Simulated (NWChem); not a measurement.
# One shape, several levels: TlCl (SMILES [Cl][Tl])

Wanted: a comparison of 6 runs (HF/def2-SVP, HF/def2-TZVPP, B3LYP/def2-SVP, MP2/def2-TZVPP, CCSD/def2-SVP, CCSD/def2-TZVPP) of TlCl. 

Program for the calculation: NWChem 7.3.0.

## (1) The molecule

The species is TlCl (2 atoms), meant as a singlet with charge 0. As SMILES, `[Cl][Tl]`. The bond length is the measured one.

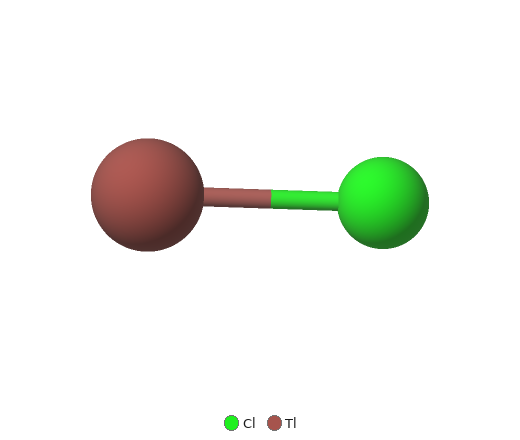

Viewed from a chosen angle; chlorine green, thallium brown.

## (2) Energy and forces at HF/def2-SVP (core potential) (run 1)

Input file struct.xyz:

```xyz
2

Cl     0.000000     0.000000     0.000000
Tl     0.000000     0.000000     2.484826
```

Input file run.py:

```python
from ase.io import read
from ase.calculators.nwchem import NWChem

atoms = read('struct.xyz')

calc = NWChem(
    label='struct',
    theory='scf',
    memory='2200 mb',
    basis='def2-SVP',
    basispar='spherical bse',
    scf={'nopen': '0', 'rhf': None, 'thresh': '1e-08', 'maxiter': '80'},
    **{'ecp bse': {'Tl library': 'def2-SVP'}},
)
atoms.calc = calc

forces = atoms.get_forces()
e = atoms.get_potential_energy()
print(f"E = {e:.6f} eV")
print("forces (eV/A):")
for s, f in zip(atoms.symbols, forces):
    print(f"{s:2s} {f[0]:10.5f} {f[1]:10.5f} {f[2]:10.5f}")
print("dipole (e A):", atoms.get_dipole_moment().round(4))
```

Run with:

```
$ export ASE_NWCHEM_COMMAND="nwchem PREFIX.nwi > PREFIX.nwo"
$ python run.py
```

The log of the run:

```text
E = -17168.905517 eV
forces (eV/A):
Cl   -0.00000    0.00000   -0.60534
Tl    0.00000   -0.00000    0.60534
dipole (e A): [0.     0.     0.9009]
```

The calculator wrote struct.nwi:

```
title "struct"

permanent_dir struct

scratch_dir struct

start struct

geometry units angstrom nocenter noautosym noautoz
  Cl 0.0000000000000000e+00 0.0000000000000000e+00 0.0000000000000000e+00
  Tl 0.0000000000000000e+00 0.0000000000000000e+00 2.4848260000000000e+00
end

memory 2200 mb

basis spherical bse noprint
   * library def2-SVP
end

scf
  nopen 0
  rhf
  thresh 1e-08
  maxiter 80
end
ecp bse
  Tl library def2-SVP
end

task scf gradient
```

struct.nwo:

```text
Northwest Computational Chemistry Package (NWChem) 7.3.0
             --------------------------------------------------------

           Job information
           ---------------

    nwchem branch   = 7.3.0
    use scalapack   = T
    input           = struct.nwi
    prefix          = struct.
    data base       = struct/struct.db
    status          = startup
    nproc           =        1

           Memory information
           ------------------

[... 5 lines left out ...]
    hardfail = no
[... 104 lines left out ...]
         Quadratically convergent ROHF
[... 14 lines left out ...]
       Final RHF  results
[... 4 lines left out ...]
      Two-electron energy =    382.674979774346
[... 38 lines left out ...]
                       ROHF Final Molecular Orbital Analysis
[... 205 lines left out ...]
                 ----------------------------------------
                 |  Time  |  1-e(secs)   |  2-e(secs)   |
                 ----------------------------------------
                 |  CPU   |       0.01   |       0.89   |
                 ----------------------------------------
                 |  WALL  |       0.01   |       0.89   |
                 ----------------------------------------

 Task  times  cpu:        5.5s     wall:        5.5s
 Total times  cpu:        5.6s     wall:        5.6s
```

Wall time 7.5 s (1 thread of Intel Xeon Platinum 8488C (Sapphire Rapids), shared host); peak memory 0.099 GiB.

## (3) Energy and forces at HF/def2-TZVPP (core potential) (run 2)

Input file mol.xyz:

```xyz
2

Cl     0.000000     0.000000     0.000000
Tl     0.000000     0.000000     2.484826
```

Input file mol.nw:

```
start mol
memory 2200 mb

geometry units angstroms noautosym nocenter noautoz
   load mol.xyz
end

basis "ao basis" spherical bse
   * library def2-TZVPP
end

ecp bse
   Tl library def2-TZVPP
end

scf
   thresh 1e-08
   maxiter 80
   noprint "final vectors analysis"
end

task scf gradient
```

Run with:

```
$ nwchem mol.nw > mol.out
```

The log of the run:

```text
[...]
  functions       =    92
[...]
  wavefunction    = RHF
[...]
         Total SCF energy =   -631.107918053396
      One-electron energy =  -1089.675359487634
      Two-electron energy =    382.539470907170
 Nuclear repulsion energy =     76.027970527068
        Time for solution =     17.3s
[...]
                         RHF ENERGY GRADIENTS
    atom               coordinates                        gradient
                 x          y          z           x          y          z
   1 Cl      0.000000   0.000000   0.000000   -0.000000   0.000000   0.008425
   2 Tl      0.000000   0.000000   4.695640    0.000000  -0.000000  -0.008425
[...]
```

Wall time 25 s (1 thread of Intel Xeon Platinum 8488C (Sapphire Rapids), shared host); peak memory 0.11 GiB.

Runs 3 to 4 aren't shown in full; the table further down has their settings and results.

## (4) A single-point energy at CCSD/def2-SVP (core potential) (run 5)

Input file mol.nw:

```
start mol
title "TlCl"
memory total 2200 mb
geometry units angstrom noautosym nocenter noautoz
   Cl     0.000000     0.000000     0.000000
   Tl     0.000000     0.000000     2.484826
end
basis spherical bse
   * library def2-SVP
end
ecp bse
   Tl library def2-SVP
end
scf
   thresh 1e-08
   maxiter 80
   print medium
end
ccsd
   freeze core 9
   maxiter 60
end
task ccsd energy
```

Run with:

```
$ nwchem mol.nw > mol.out
```

The log of the run:

```text
[...]
  functions       =    44
[...]
  wavefunction    = RHF
[...]
         Total SCF energy =   -630.945645371407
      One-electron energy =  -1089.648595672493
      Two-electron energy =    382.674979774018
 Nuclear repulsion energy =     76.027970527068
        Time for solution =      4.4s
[...]
 Total MP2 energy:           -631.140743297056474
[...]
             energy      energy      error      ampl     ampl      Block
                                                time     time      time
[...]
 Total CCSD energy:           -631.163228694017903
[...]
```

Run time: 13 s. Hardware: 1 thread of Intel Xeon Platinum 8488C (Sapphire Rapids), shared host; peak memory 0.11 GiB.

## (5) The energy at CCSD/def2-TZVPP (core potential) (run 6)

Input file work.nw:

```
echo
start work
memory total 2200 mb
geometry noautosym nocenter noautoz
 Cl       0.000000       0.000000       0.000000
 Tl       0.000000       0.000000       2.484826
end
basis spherical bse
 Cl library def2-TZVPP
 Tl library def2-TZVPP
end
ecp bse
 Tl library def2-TZVPP
end
scf
 thresh 1e-08
 maxiter 80
end
ccsd
 freeze core 9
 maxiter 60
end
task ccsd energy
```

Run with:

```
$ nwchem work.nw > work.out
```

The log of the run:

```text
[...]
  functions       =    92
[...]
  wavefunction    = RHF
[...]
         Total SCF energy =   -631.107918053894
      One-electron energy =  -1089.675359486931
      Two-electron energy =    382.539470905968
 Nuclear repulsion energy =     76.027970527068
        Time for solution =     17.2s
[...]
 Total MP2 energy:           -631.659419982100758
[...]
             energy      energy      error      ampl     ampl      Block
                                                time     time      time
[...]
 Total CCSD energy:           -631.647329444733941
[...]
```

Run time: 1.8 min. Hardware: 1 thread of Intel Xeon Platinum 8488C (Sapphire Rapids), shared host; peak memory 0.19 GiB.

## (6) Overview of the runs

| run | level | core potential | iteration cap | energy (Eh) | dipole moment (D) | largest force (eV/Å) | wall time |
| --- | --- | --- | --- | --- | --- | --- | --- |
| 1 | HF/def2-SVP (core potential) | def2-SVP | 80 | -630.945645 | 4.33 | 0.605 | 7.5 s |
| 2 | HF/def2-TZVPP (core potential) | def2-TZVPP | 80 | -631.107918 | 4.64 | 0.433 | 25 s |
| 3 | B3LYP/def2-SVP (core potential) | def2-SVP | 100 | -632.724200 | 3.71 | 0.558 | 7.2 s |
| 4 | MP2/def2-TZVPP (core potential) | def2-TZVPP | 80 | -631.659420 | 4.78 | 0.132 | 48 s |
| 5 | CCSD/def2-SVP (core potential) | def2-SVP | 80 | -631.163229 | – | – | 13 s |
| 6 | CCSD/def2-TZVPP (core potential) | def2-TZVPP | 80 | -631.647329 | – | – | 1.8 min |

## (7) What came out

```
                                          quantity          value
                               run 6: total energy  -631.64733 Eh
        run 6: HOMO energy (Hartree–Fock orbitals)       -9.73 eV
        run 6: LUMO energy (Hartree–Fock orbitals)        0.46 eV
      run 6: HOMO–LUMO gap (Hartree–Fock orbitals)       10.19 eV
run 6: correlation energy (9 core orbitals frozen)     -539.4 mEh
```

**Reading.** Below the HF energy at the same shape and in the same basis (def2-TZVPP): MP2 -551.5 mEh; CCSD -539.4 mEh. Over runs 1, 2, 3, 4 the dipole moment (its size) runs from 3.71 D (B3LYP/def2-SVP) to 4.78 D (MP2/def2-TZVPP). The two ends differ in method and basis. All runs together took 3.5 min, the longest 1.8 min.
